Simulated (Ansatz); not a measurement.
**Geometry relaxation, with input and output: C2H8S2Si (part 1 of 2)**

C2H8S2Si, computed with RKS PBE-D4/def2-SVP (Ansatz 0.2.0).

The geometry: force-field start. Figures and captions count atoms from 1; the log counts them from 0 in places.

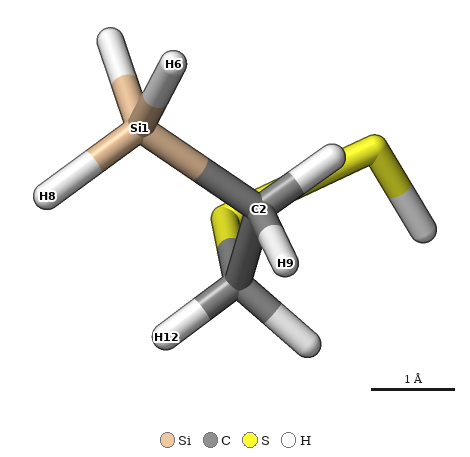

Fig. 1: The starting structure (stick view, seen at a tilt; atoms are numbered from 1 in the order of the input).

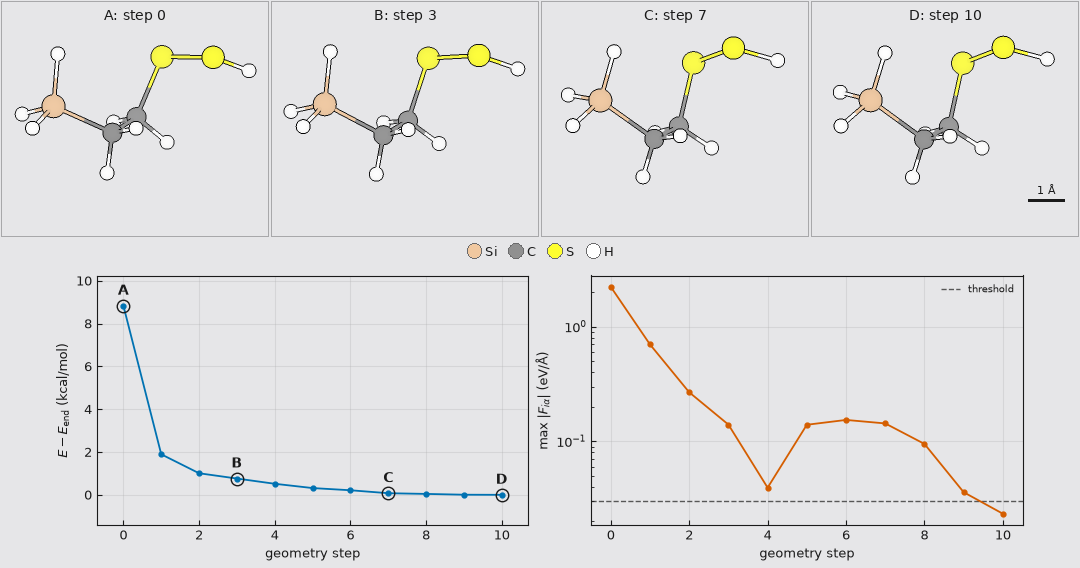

Fig. 2: Frames of the relaxation (ball-and-stick view, seen at a tilt) above the curves, on which the letters mark them (the first geometry is step 0 here and step 1 in the log).

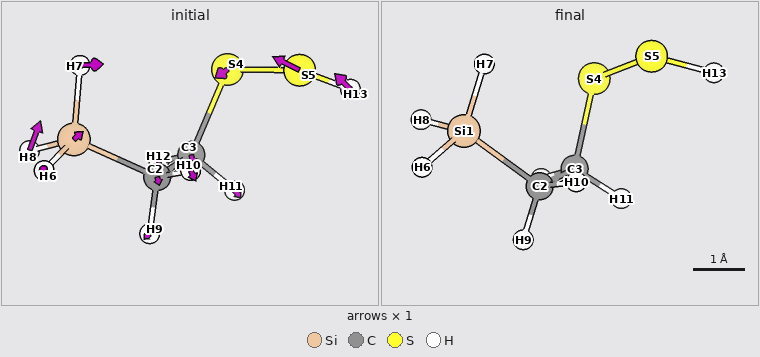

Fig. 3: Before (left) and after (right) the relaxation, at one scale (ball-and-stick view, seen at a tilt). The pink arrows give the displacements, at true length. H8 moves most after the best rigid fit: 0.66 Å. Largest moves by element: H 0.66 Å, S 0.62 Å, C 0.30 Å, Si 0.28 Å. Among the contacts that change: Si1–H8 1.421 → 1.506 Å, S5–H13 1.293 → 1.371 Å, Si1–C2 1.836 → 1.909 Å, S4–S5 2.028 → 2.087 Å. Among the angles that change: S4–C3–H12 108.3° → 101.6°, H11–C3–H12 102.5° → 107.3°, Si1–C2–H10 112.0° → 107.5°. After 10 geometry steps the energy has fallen by 8.83 kcal/mol. The largest force component goes from 2.2 to 0.023 eV/Å. (Atoms are counted from 1 in the order of the input.)

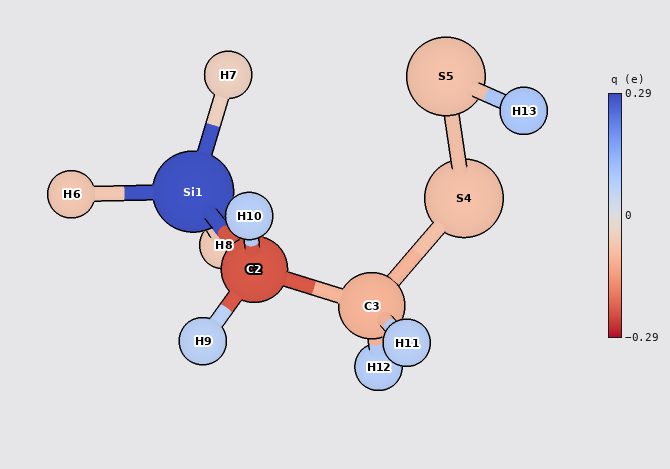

Fig. 4: Mulliken charges, as the colour of each atom (ball-and-stick view, seen at a tilt; atoms are numbered from 1 in the order of the input). By element: Si +0.28, C −0.23 to −0.10, S −0.08 and H −0.06 to +0.09 e.

The input and output of the run follow.

### Input file
```yaml
crystal:
  periodic: [false, false, false]
  atoms:
    - {symbol: Si, position_ang: [-1.848800, -0.667400, 0.193700]}
    - {symbol: C, position_ang: [-0.292200, 0.142400, 0.734900]}
    - {symbol: C, position_ang: [0.967700, -0.453900, 0.158000]}
    - {symbol: S, position_ang: [1.370900, -0.111800, -1.606500]}
    - {symbol: S, position_ang: [1.604300, 1.901200, -1.671300]}
    - {symbol: H, position_ang: [-3.024000, -0.008000, 0.940700]}
    - {symbol: H, position_ang: [-2.107600, -0.402800, -1.262300]}
    - {symbol: H, position_ang: [-1.834000, -2.064400, 0.451300]}
    - {symbol: H, position_ang: [-0.246300, 0.043900, 1.868400]}
    - {symbol: H, position_ang: [-0.320600, 1.227200, 0.583700]}
    - {symbol: H, position_ang: [1.852300, -0.073100, 0.752000]}
    - {symbol: H, position_ang: [1.022500, -1.535800, 0.319300]}
    - {symbol: H, position_ang: [2.876300, 1.967500, -1.447100]}
basis:
  gaussian: {orbitals: def2-SVP}
hamiltonian: {xc: pbe, dispersion: d4}
relax: {f_tol: 0.03, max_steps: 200}
```

Run as:
```bash
ansatz run in.yaml --threads 4 --pin off --events-out ev --progress --plain --max-ram 10444MiB
```

### What the program printed
```
Functional definition: PBE
  name "PBE"
  cite "Perdew, Burke & Ernzerhof, Phys. Rev. Lett. 77, 3865 (1996) doi:10.1103/PhysRevLett.77.3865"
  parent pbe
  parameter kappa = 0.804
  parameter beta = 0.06672455060314922
  exchange = pbe_x(kappa = kappa, mu = beta*pi^2/3)
  correlation = pbe_c(beta = beta)
1386 factors; their error is unknown
mean field evaluation 1: about -31716.0183 eV, gradient 5.9e1 eV
mean field evaluation 2: about -31694.2617 eV, gradient 1.0e2 eV
mean field evaluation 4: about -31724.8667 eV, gradient 6.7e0 eV
mean field evaluation 8: about -31724.9998 eV, gradient 1.3e-1 eV
mean field evaluation 16: about -31724.9072 eV, gradient 5.6e-4 eV
mean field -31724.90723762 eV, -1165.8688370680 hartree, gradient 3.7e-5 eV, S^2 0.000000; 0 other end points of the search recorded, 0 dependent functions left out
the calculation of the forces begins
reference -31724.90727476 eV, -1165.8688384330 hartree; 33, 33 occupied and 89, 89 virtual orbitals, 1386 factors
relax step   1: F+E_penalty+E_count = -31725.26120273 eV  Δ(F+E_penalty+E_count) = +0.000e0 eV  max|allowed force component| = 2.216e0 eV/Å  Δτ_max = 0.0000 Å  (29 SCF iters, accepted)
these checks for a lower state are left out or cut short: starts, cluster_reference, orbital_swaps, neighbouring_geometries, increment
1386 factors; their error is unknown
mean field -31725.20377337 eV, -1165.8797345557 hartree, gradient 1.0e-5 eV, S^2 0.000000; 0 other end points of the search recorded, 0 dependent functions left out
the calculation of the forces begins
reference -31725.20381017 eV, -1165.8797359081 hartree; 33, 33 occupied and 89, 89 virtual orbitals, 1386 factors
relax step   2: F+E_penalty+E_count = -31725.56204008 eV  Δ(F+E_penalty+E_count) = -3.008e-1 eV  max|allowed force component| = 6.979e-1 eV/Å  Δτ_max = 0.1950 Å  (30 SCF iters, accepted)
these checks for a lower state are left out or cut short: starts, cluster_reference, orbital_swaps, neighbouring_geometries, increment
1386 factors; their error is unknown
mean field evaluation 32: about -31725.2463 eV, gradient 2.1e-5 eV
mean field -31725.24633278 eV, -1165.8812985855 hartree, gradient 2.1e-5 eV, S^2 0.000000; 0 other end points of the search recorded, 0 dependent functions left out
the calculation of the forces begins
reference -31725.24636995 eV, -1165.8812999512 hartree; 33, 33 occupied and 89, 89 virtual orbitals, 1386 factors
relax step   3: F+E_penalty+E_count = -31725.60045720 eV  Δ(F+E_penalty+E_count) = -3.842e-2 eV  max|allowed force component| = 2.673e-1 eV/Å  Δτ_max = 0.1901 Å  (29 SCF iters, accepted)
these checks for a lower state are left out or cut short: starts, cluster_reference, orbital_swaps, neighbouring_geometries, increment
1386 factors; their error is unknown
mean field -31725.25431610 eV, -1165.8815919669 hartree, gradient 1.4e-5 eV, S^2 0.000000; 0 other end points of the search recorded, 0 dependent functions left out
the calculation of the forces begins
reference -31725.25435319 eV, -1165.8815933298 hartree; 33, 33 occupied and 89, 89 virtual orbitals, 1386 factors
relax step   4: F+E_penalty+E_count = -31725.61118844 eV  Δ(F+E_penalty+E_count) = -1.073e-2 eV  max|allowed force component| = 1.397e-1 eV/Å  Δτ_max = 0.0665 Å  (30 SCF iters, accepted)
these checks for a lower state are left out or cut short: starts, cluster_reference, orbital_swaps, neighbouring_geometries, increment
1386 factors; their error is unknown
mean field -31725.26191310 eV, -1165.8818711516 hartree, gradient 1.5e-5 eV, S^2 0.000000; 0 other end points of the search recorded, 0 dependent functions left out
the calculation of the forces begins
reference -31725.26195003 eV, -1165.8818725087 hartree; 33, 33 occupied and 89, 89 virtual orbitals, 1386 factors
relax step   5: F+E_penalty+E_count = -31725.62176759 eV  Δ(F+E_penalty+E_count) = -1.058e-2 eV  max|allowed force component| = 3.942e-2 eV/Å  Δτ_max = 0.1142 Å  (30 SCF iters, accepted)
these checks for a lower state are left out or cut short: starts, cluster_reference, orbital_swaps, neighbouring_geometries, increment
1386 factors; their error is unknown
mean field -31725.26552148 eV, -1165.8820037570 hartree, gradient 8.6e-6 eV, S^2 0.000000; 0 other end points of the search recorded, 0 dependent functions left out
the calculation of the forces begins
reference -31725.26555832 eV, -1165.8820051109 hartree; 33, 33 occupied and 89, 89 virtual orbitals, 1386 factors
relax step   6: F+E_penalty+E_count = -31725.63045239 eV  Δ(F+E_penalty+E_count) = -8.685e-3 eV  max|allowed force component| = 1.393e-1 eV/Å  Δτ_max = 0.1955 Å  (29 SCF iters, accepted)
these checks for a lower state are left out or cut short: starts, cluster_reference, orbital_swaps, neighbouring_geometries, increment
1386 factors; their error is unknown
mean field -31725.26732194 eV, -1165.8820699226 hartree, gradient 1.4e-5 eV, S^2 0.000000; 0 other end points of the search recorded, 0 dependent functions left out
the calculation of the forces begins
reference -31725.26735876 eV, -1165.8820712758 hartree; 33, 33 occupied and 89, 89 virtual orbitals, 1386 factors
relax step   7: F+E_penalty+E_count = -31725.63489594 eV  Δ(F+E_penalty+E_count) = -4.444e-3 eV  max|allowed force component| = 1.534e-1 eV/Å  Δτ_max = 0.0899 Å  (30 SCF iters, accepted)
these checks for a lower state are left out or cut short: starts, cluster_reference, orbital_swaps, neighbouring_geometries, increment
1386 factors; their error is unknown
mean field evaluation 64: about -31725.2693 eV, gradient 2.3e-1 eV
mean field -31725.26940495 eV, -1165.8821464718 hartree, gradient 1.4e-5 eV, S^2 0.000000; 0 other end points of the search recorded, 0 dependent functions left out
the calculation of the forces begins
reference -31725.26944172 eV, -1165.8821478232 hartree; 33, 33 occupied and 89, 89 virtual orbitals, 1386 factors
relax step   8: F+E_penalty+E_count = -31725.64088616 eV  Δ(F+E_penalty+E_count) = -5.990e-3 eV  max|allowed force component| = 1.430e-1 eV/Å  Δτ_max = 0.1502 Å  (30 SCF iters, accepted)
these checks for a lower state are left out or cut short: starts, cluster_reference, orbital_swaps, neighbouring_geometries, increment
1386 factors; their error is unknown
mean field -31725.27117316 eV, -1165.8822114524 hartree, gradient 1.4e-5 eV, S^2 0.000000; 0 other end points of the search recorded, 0 dependent functions left out
the calculation of the forces begins
reference -31725.27121001 eV, -1165.8822128067 hartree; 33, 33 occupied and 89, 89 virtual orbitals, 1386 factors
relax step   9: F+E_penalty+E_count = -31725.64230324 eV  Δ(F+E_penalty+E_count) = -1.417e-3 eV  max|allowed force component| = 9.480e-2 eV/Å  Δτ_max = 0.0520 Å  (30 SCF iters, accepted)
these checks for a lower state are left out or cut short: starts, cluster_reference, orbital_swaps, neighbouring_geometries, increment
1386 factors; their error is unknown
mean field -31725.27179141 eV, -1165.8822341729 hartree, gradient 1.4e-5 eV, S^2 0.000000; 0 other end points of the search recorded, 0 dependent functions left out
the calculation of the forces begins
reference -31725.27182819 eV, -1165.8822355245 hartree; 33, 33 occupied and 89, 89 virtual orbitals, 1386 factors
relax step  10: F+E_penalty+E_count = -31725.64392788 eV  Δ(F+E_penalty+E_count) = -1.625e-3 eV  max|allowed force component| = 3.598e-2 eV/Å  Δτ_max = 0.0394 Å  (30 SCF iters, accepted)
these checks for a lower state are left out or cut short: starts, cluster_reference, orbital_swaps, neighbouring_geometries, increment
1386 factors; their error is unknown
mean field -31725.27218924 eV, -1165.8822487927 hartree, gradient 1.4e-5 eV, S^2 0.000000; 0 other end points of the search recorded, 0 dependent functions left out
the calculation of the forces begins
reference -31725.27222602 eV, -1165.8822501444 hartree; 33, 33 occupied and 89, 89 virtual orbitals, 1386 factors
```
